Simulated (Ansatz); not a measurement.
Ta$_{4}$Mo (5 atoms in the cell), run with Ansatz.

```
crystal:
  lattice:
    - [7.7369578654, 0.0, 0.0]
    - [0.0, 7.7369578654, 0.0]
    - [0.0, 0.0, 2.5930493575]
  atoms:
    - { symbol: Ta, position: [0.6709309858, 0.0, 0.5] }
    - { symbol: Ta, position: [0.3290690142, 0.0, 0.5] }
    - { symbol: Ta, position: [0.0, 0.6709309858, 0.5] }
    - { symbol: Ta, position: [0.0, 0.3290690142, 0.5] }
    - { symbol: Mo, position: [0.0, 0.0, 0.5] }
basis:
  ecutwfc: 420
kpoints:
  mp_grid: { grid: [1, 1, 1] }
hamiltonian:
  xc: pbe
scf:
  occupations: { method: gaussian, width: 0.1 }
  max_iter: 60
output:
  forces: true
  eigenvalues: true
  stress: true
```

Command:
```bash
ansatz run input.yaml --threads 1 --pin off --max-ram 2560MiB --backend cpu --events-out ev --progress --plain --runs-dir out
```

**What does the convergence history look like?**

It converged, after 16 iterations. The residual comes down, with one marked jump up, by a factor of about 2, at step 3. The input holds a fault (one k-point for a small cell). The SCF closed all the same, which doesn't make the results meaningful for the real system.

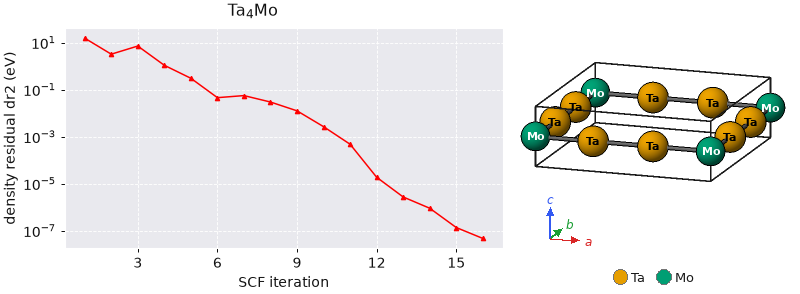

Beside the plot: the structure in its conventional cell.

SCF iterations of a calculation: density residual dr2. The starting density is a sum of atomic densities corrected by a trained network.
